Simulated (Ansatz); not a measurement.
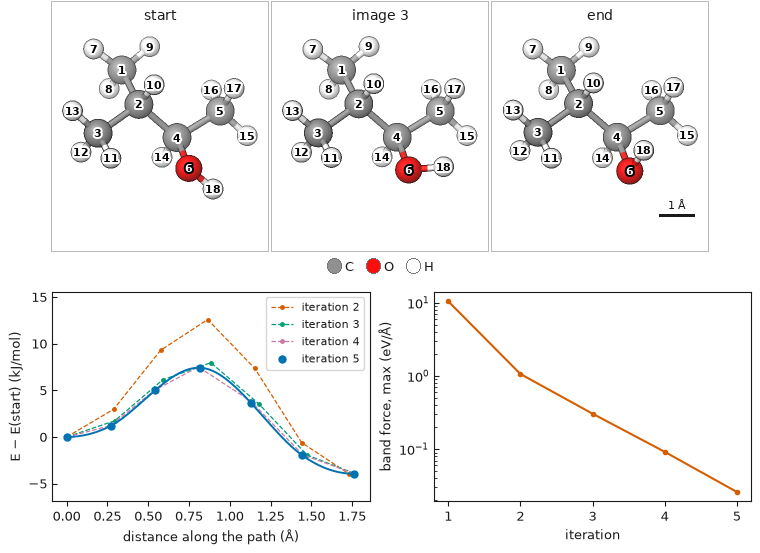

A nudged-elastic-band calculation for C5H12O. Images are numbered from 0 (start) to 6 (end). The plot follows the band through its iterations. A ball-and-stick model, seen at a tilt.

Method: RKS PBE0-D4/STO-3G in Ansatz. Settings: 5 movable images; climbing image; force threshold 0.05 eV/Å; iteration limit 60; starting path through a guess of the saddle point.

> How did the profile develop, and is the result final?

The result is final at these settings. The band converged in 5 iterations. The largest component of the band force went from 11 to 0.026 eV/Å. The climbing image converged on the top of the path. Its vibrational analysis gives one imaginary mode (365i cm⁻¹), as a transition state must have. The first iteration put the highest image at 97.3 kJ/mol. The highest point, image 3, lies 7.4 kJ/mol above the start and 11.4 kJ/mol above the end; the end is at −3.9 kJ/mol relative to the start.

Limits of the set-up: STO-3G is a minimal basis, so the numbers are rough.

The run took 65 s on 1 thread of Intel(R) Xeon(R) 6975P-C (Granite Rapids), on a shared host, peak memory 0.14 GiB.
